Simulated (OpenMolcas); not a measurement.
**I³⁺: CASSCF and CASPT2 terms and fine-structure levels**

Which level of I³⁺ lies lowest, and where do the others fall? The reference wave functions come first, then spin-orbit coupling, then second-order correlation under several settings.

Method: state-averaged CASSCF and CASPT2, spin-orbit coupling by RASSI with atomic mean-field integrals. Code: OpenMolcas 26.06.

1 further run of the same task is left out (it didn't finish).

### 1 Starting point

```
Species                           : I³⁺ (iodine, Z = 53, 50 electrons)
Basis                             : ANO-RCC-VDZ [6s5p2d], 31 functions
Scalar Hamiltonian                : DKH2, point nucleus
Inactive shells                   : 1s 2s 2p 3s 3p 3d 4s 4p 4d 5s
Active space                      : 2 electrons in 3 orbitals (5p)
Some configurations of this space : 5s2 5p2
Orbitals                          : optimised for each spin and parity, averaged over all roots
```

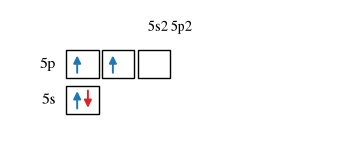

Outer shells as boxes.

Each step is its own input file, run in one work folder so that later steps find the files of earlier ones. Labels, J, g values, rates, χT and fits are worked out afterwards by a script from the matrices that RASSI stores.

### 2 Basis and integrals

a.inp reads:

```
&GATEWAY
Coord
1

I 0.0 0.0 0.0
Basis=ANO-RCC-VDZ
Group=XYZ
NoMove
AngMom=0.0 0.0 0.0
AMFI
&SEWARD
```

Launch:

```
> OMP_NUM_THREADS=1 MOLCAS_MEM=2252 MOLCAS_PROJECT=a pymolcas a.inp > a.log
```

What it wrote:

```text
Basis set label: I.ANO-RCC...6S5P2D.

      Electronic valence basis set:
      ------------------
      Associated Effective Charge  53.000000 au
      Associated Actual Charge     53.000000 au
      Nuclear Model: Point charge

      Shell  nPrim  nBasis  Cartesian Spherical Contaminant
         s      22       6        X
         p      19       5        X
         d      13       2                 X
                  Relativistic Douglas-Kroll-Hess integrals:
                    - DKH order of Hamiltonian: 2
                    - DKH order of Properties : 0
                  Atomic mean-field integrals
```

### 3 An attempt that fails

a.inp reads:

```
&RASSCF
FileOrb=start.orb
Symmetry=2
Spin=3
nActEl=2 0 0
Inactive=15 9
Ras2=0 3
CIRoot=3 3 1
SDav=3
CIMx=300
Iter=81 100
PrWF=0.3
OrbListing=Nothing
MaxOrb=0
Atom
>>> COPY $Project.JobIph JOB001
```

The end of its output:

```text
--- RASSCF ---
Wave function specifications:
      -----------------------------

      Number of closed shell electrons          48
      Number of electrons in active shells       2
      Max number of holes in RAS1 space          0
      Max nr of electrons in RAS3 space          0
      Number of inactive orbitals               24
      Number of active orbitals                  3
      Number of secondary orbitals               4
      Spin quantum number                      1.0
      State symmetry                             2
Orbital specifications:
      -----------------------

      Symmetry species                           1   2
                                                ag  au
      Frozen orbitals                            0   0
      Inactive orbitals                         15   9
      Active orbitals                            0   3
      RAS1 orbitals                              0   0
      RAS2 orbitals                              0   3
      RAS3 orbitals                              0   0
      Secondary orbitals                         1   3
      Deleted orbitals                           0   0
      Number of basis functions                 16  15
      Number of CSFs                             0
      Number of root(s) required                 3
 ************ ERROR ***********
  You can't ask for more roots
  than there are configurations
 ******************************
--- Stop Module: rasscf at  /rc=_RC_INPUT_ERROR_ ---
.####################.
.# User input error #.
.####################.
```

What is wrong: The state symmetry names the wrong parity for these configurations. The step is run again with the setting put right.

### 4 CASSCF: triplets of even parity, 3 roots

a.inp reads:

```
&RASSCF
FileOrb=start.orb
Symmetry=1
Spin=3
nActEl=2 0 0
Inactive=15 9
Ras2=0 3
CIRoot=3 3 1
SDav=3
CIMx=300
Iter=120 100
PrWF=0.3
OrbListing=Nothing
MaxOrb=0
Atom
>>> COPY $Project.JobIph JOB001
```

start.orb holds the contracted functions of the basis, ordered by shell, or the orbitals of the step before.

What it wrote, shortened:

```text
[...]
      Number of active orbitals                  3
[...]
      Spin quantum number                      1.0
[...]
      Active orbitals                            0   3
[...]
      Number of CSFs                             3
      Number of root(s) required                 3
[...]
      Convergence after  7 iterations
[...]
      Natural orbitals and occupation numbers for root  1
      sym 2:   1.000000  -0.000000   1.000000
      Natural orbitals and occupation numbers for root  2
      sym 2:   1.000000   1.000000  -0.000000
      Natural orbitals and occupation numbers for root  3
      sym 2:   0.000000   1.000000   1.000000
::    RASSCF root number  1 Total energy:  -7108.74937500
::    RASSCF root number  2 Total energy:  -7108.74937500
::    RASSCF root number  3 Total energy:  -7108.74937500
```

### 5 CASSCF: singlets of even parity, 6 roots

a.inp reads:

```
&RASSCF
FileOrb=start.orb
Symmetry=1
Spin=1
nActEl=2 0 0
Inactive=15 9
Ras2=0 3
CIRoot=6 6 1
SDav=6
CIMx=300
Iter=120 100
PrWF=0.3
OrbListing=Nothing
MaxOrb=0
Atom
>>> COPY $Project.JobIph JOB002
```

What it wrote, shortened:

```text
[...]
      Number of active orbitals                  3
[...]
      Spin quantum number                      0.0
[...]
      Active orbitals                            0   3
[...]
      Number of CSFs                             6
      Number of root(s) required                 6
[...]
      Convergence after  5 iterations
[...]
      Natural orbitals and occupation numbers for root  1
      sym 2:   1.207897   0.058953   0.733150
      Natural orbitals and occupation numbers for root  2
      sym 2:   0.367164   1.332225   0.300611
      Natural orbitals and occupation numbers for root  3
      sym 2:   0.999999   1.000001   0.000000
::    RASSCF root number  1 Total energy:  -7108.69506707
::    RASSCF root number  2 Total energy:  -7108.69506707
::    RASSCF root number  3 Total energy:  -7108.69506707
::    RASSCF root number  4 Total energy:  -7108.69506707
::    RASSCF root number  5 Total energy:  -7108.69506707
::    RASSCF root number  6 Total energy:  -7108.61403419
```

### 6 State interaction with spin-orbit coupling

a.inp reads:

```
&RASSI
NrOfJobIphs=2 3 6
1 2 3
1 2 3 4 5 6
IphNames
JOB001
JOB002
EJob
SpinOrbit
DIPRint=1.0
SOCoupling=1000.0
Subsets=2
MEES
Property=10
'ANGMOM' 1 'ANGMOM' 2 'ANGMOM' 3 'MLTPL  1' 1 'MLTPL  1' 2 'MLTPL  1' 3
'AMFI' 1 'AMFI' 2 'AMFI' 3 'MLTPL  2' 6
SOProperty=3
'ANGMOM' 1 'ANGMOM' 2 'ANGMOM' 3
```

What it wrote, shortened:

```text
SPIN-FREE ENERGIES:
  (Shifted by EMIN (a.u.) =      -7108.7493749986)
 SF State       Relative EMIN(au)   Rel lowest level(eV)    D:o, cm**(-1)      L_eff
     1             0.0000000000        0.0000000000              0.0000         1.0
     2             0.0000000000        0.0000000000              0.0000         1.0
     3             0.0000000000        0.0000000000              0.0000         1.0
     4             0.0543079284        1.4777940148          11919.2126         2.0
     5             0.0543079284        1.4777940148          11919.2126         2.0
     6             0.0543079284        1.4777940148          11919.2126         2.0
     7             0.0543079284        1.4777940148          11919.2126         2.0
     8             0.0543079284        1.4777940148          11919.2126         2.0
     9             0.1353408093        3.6828110368          29703.8742         0.0
     Dipole printing threshold changed to   1.00000000E+00
Eigenvalues of complex Hamiltonian:
   -----------------------------------
  (Shifted by EMIN (a.u.) =      -7108.7493749986)
 SO State       Relative EMIN(au)   Rel lowest level(eV)    D:o, cm**(-1)     J-value
     1            -0.0445504296        0.0000000000              0.0000         0.0
     2            -0.0163985400        0.7660519412           6178.6256         0.6
     3            -0.0163985400        0.7660519412           6178.6256         0.9
     4            -0.0163985400        0.7660519412           6178.6256         0.7
     5             0.0055562279        1.3634716122          10997.1402         1.1
     6             0.0055562279        1.3634716122          10997.1402         1.8
     7             0.0055562279        1.3634716122          10997.1402         1.8
     8             0.0055562279        1.3634716122          10997.1402         1.3
     9             0.0055562279        1.3634716122          10997.1402         1.8
    10             0.0651502405        2.9851073062          24076.5141         1.3
    11             0.0651502405        2.9851073062          24076.5141         2.0
[...]
```

Time for these steps: 3.5 s (1 thread, shared host).

Spin-free terms, from the roots grouped by L:

```csv
configuration,term,E (cm-1)
5s2 5p2,3P,0.0
5s2 5p2,1D,11919
5s2 5p2,1S,29704
```

Fine-structure levels, from the RASSI matrices grouped by J:

| Configuration | Term | J | E (cm-1) | g | Leading % |
| --- | --- | --- | --- | --- | --- |
| 5s2 5p2 | 3P | 0 | 0.0 |  | 94 |
| 5s2 5p2 | 3P | 1 | 6179 | 1.501 | 100 |
| 5s2 5p2 | 3P | 2 | 10997 | 1.410 | 82 |
| 5s2 5p2 | 1D | 2 | 24077 | 1.091 | 82 |
| 5s2 5p2 | 1S | 0 | 42061 |  | 94 |

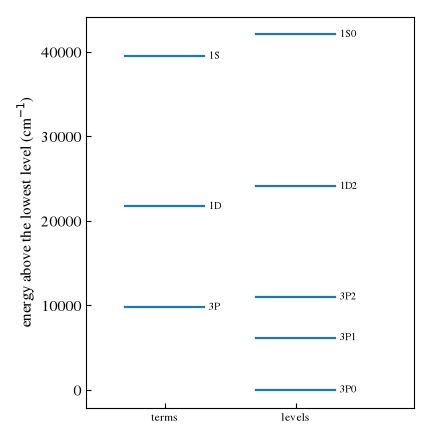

Terms (left) and the levels that spin-orbit coupling splits them into (right).

Transitions at CASSCF energies (vacuum wavelengths; branching counts decays inside the model space alone):

```csv
upper,lower,type,λ (nm),A (s-1),branching %
5s2 5p2 1S0,5s2 5p2 3P1,M1,278.7,1.54e+02,88.0
5s2 5p2 1S0,5s2 5p2 3P2,E2,321.9,1.30e+01,7.5
5s2 5p2 1D2,5s2 5p2 3P0,E2,415.3,3.36e-03,0.0
5s2 5p2 1S0,5s2 5p2 1D2,E2,556,7.96e+00,4.6
5s2 5p2 1D2,5s2 5p2 3P1,M1,558.7,1.41e+01,50.4
5s2 5p2 1D2,5s2 5p2 3P1,E2,558.7,1.79e-01,0.6
5s2 5p2 1D2,5s2 5p2 3P2,M1,764.6,1.35e+01,48.2
5s2 5p2 1D2,5s2 5p2 3P2,E2,764.6,2.18e-01,0.8
5s2 5p2 3P2,5s2 5p2 3P0,E2,909.3,4.55e-02,3.5
5s2 5p2 3P1,5s2 5p2 3P0,M1,1618,4.00e+00,100.0
5s2 5p2 3P2,5s2 5p2 3P1,M1,2075,1.24e+00,96.4
5s2 5p2 3P2,5s2 5p2 3P1,E2,2075,1.14e-03,0.1
```

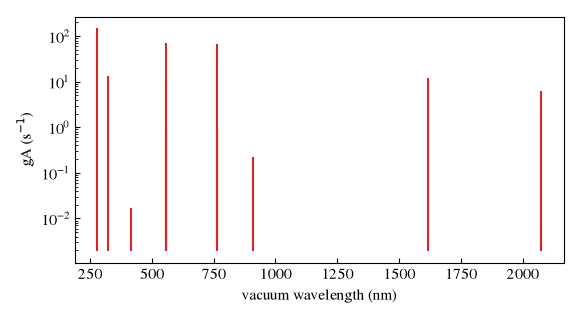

The lines as sticks of height gA, A times the degeneracy of the upper level: electric dipole blue, forbidden lines red.

(Part 1 of 2 ends here.)
